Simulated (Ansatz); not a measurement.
# CH₄AlNO₂: what the fields show

```xyz
9

N     0.5287    1.0759    1.0500
Al   -0.1105   -0.3212    0.1952
O    -0.6669   -1.7539    0.9026
C    -0.1619   -0.1454   -1.8062
O     0.2445    0.8945   -2.2792
H     0.8413    1.8957    0.5537
H     0.6415    1.1977    2.0418
H    -0.6933   -1.9590    1.8345
H    -0.5349   -0.9307   -2.5095
```

Geometry: PBE0-D4/def2-TZVP.

Method: RKS PBE0-D4/def2-TZVPP in Ansatz 0.2.0.

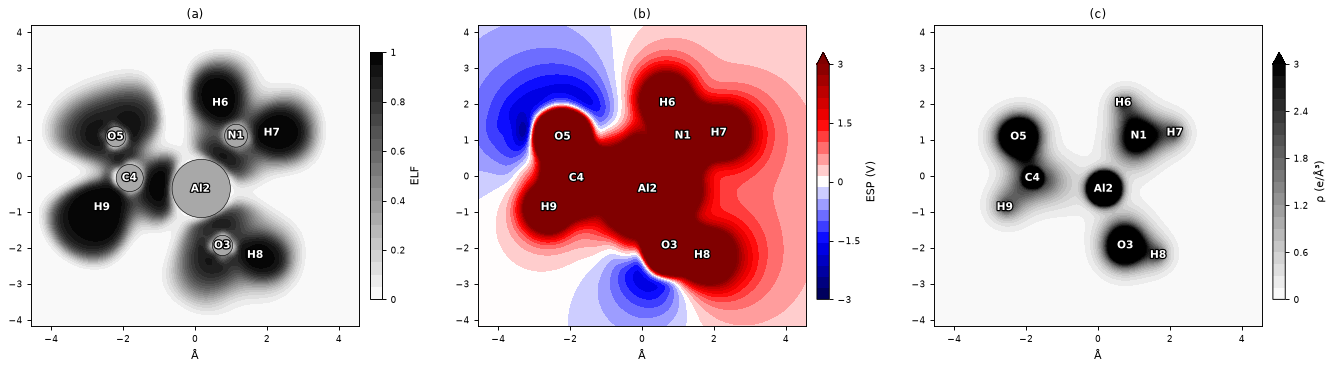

Figure 1. (a) ELF; (b) electrostatic potential; (c) electron density on the molecular plane. Grey discs cover the atomic cores in the ELF map.

Q: Read the bonding off the picture.

A: The section cuts through N, Al, O, C and H sites.
C–O (1.21 Å): ρ at the midpoint is about 3.4 e/Å³; the ELF peaks at about 0.85 between the atoms: a short, multiple covalent bond.
Al–O (1.69 Å): the density is about 0.91 e/Å³ at the midpoint; the ELF peaks at about 0.85 in the valence shell of O, 0.6 Å from its nucleus, and is about 0.50 at the midpoint.
Al–N (1.76 Å): ρ is about 0.88 e/Å³ halfway; the ELF peaks at about 0.90 in the valence shell of N, 0.7 Å from its nucleus, and is about 0.65 at the midpoint.
C–Al (2.01 Å): ρ is about 0.69 e/Å³ halfway; the ELF peaks at about 1 between the atoms: a shared but strongly polarised pair.
O–H (0.95 Å): ρ is about 3.8 e/Å³ halfway; the ELF climbs to about 1 towards the hydrogen, as it does in any bond to H: an ordinary covalent bond to hydrogen.
The ELF also peaks beside O3 and O5, away from the bonds: lone-pair regions.
Outside the dense part of the molecule the potential is most negative (−2.3 V) near O5.

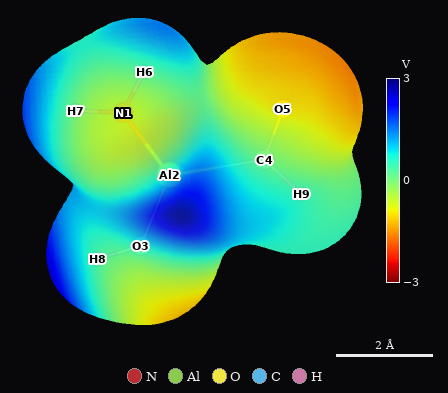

Figure 2. The electrostatic potential painted on the density surface at 0.002 e/bohr³, seen at a tilt; red is negative and blue positive.

Q: Which sites attract a positive test charge, and which a negative one?

A: A positive charge is drawn to the negative regions and a negative charge to the positive ones. The most negative region (about −1.6 V, or −37 kcal/mol for a unit charge) lies over O5, the most positive (about +2.7 V, or +62 kcal/mol for a unit charge) over Al2. O5 is the likeliest acceptor of a hydrogen bond.

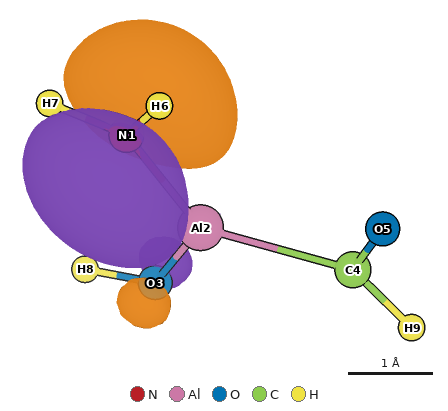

Figure 3. The HOMO−1 at ±0.15 Å⁻³ᐟ² (orange and purple are the two phases), seen at an oblique angle.

Q: Where does this orbital lie, and at what energy?

A: By Hirshfeld shares it lies mainly on N1 (about 70 %) and Al2 (about 15 %); it changes sign across the molecular plane (π type). Its energy is −7.60 eV.
